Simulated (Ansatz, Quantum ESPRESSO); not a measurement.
# 1T-HfO2, 1 layer: the gap along the path at a withheld member of a series

How the rows were computed: Quantum ESPRESSO 7.5, PBE, GBRV ultrasoft. Cell and atoms are first relaxed; each strained cell is then held and the atoms relax in it. A periodic run with 15 Å of vacuum in the starting cell gives the vacuum levels, and bands follow along a path. The series steps biaxial strain.

| biaxial strain | gap along the path (eV) |
| --- | --- |
| -4 % | 4.798 |
| -3 % | 4.852 |
| -2 % | 4.888 |
| 0 % | 4.915 |
| 1 % | 4.905 |
| 2 % | 4.786 |
| 3 % | 4.636 |
| 4 % | 4.492 |

One more run was made and is withheld. What is the gap along the path at −1 %?

**Fit.** The rows at -2 % and 0 % give a slope of (4.915 − (4.888))/(0 − (−2)) = 0.0135, so a straight line gives 4.902 eV. A parabola through these and the row at -3 % gives 4.909 eV.

What the calculation gave: 4.909 eV. The line misses by −0.007 and the parabola by 0.000 eV. The parabola does better.

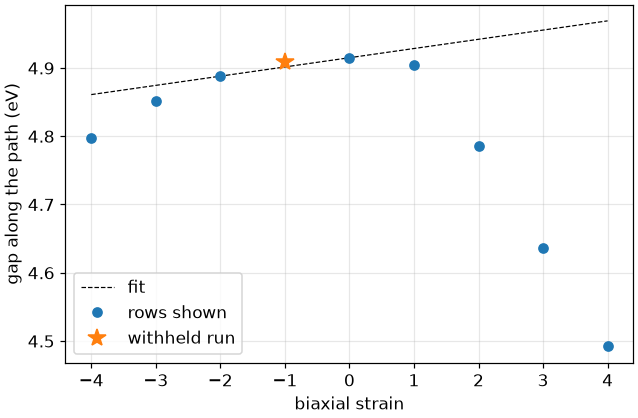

The rows shown, the fit and the withheld run.

Caveats: Semilocal gaps are too small; the 1×1 cell can't ripple over many cells under compression as a free sheet would. No spin-orbit coupling.
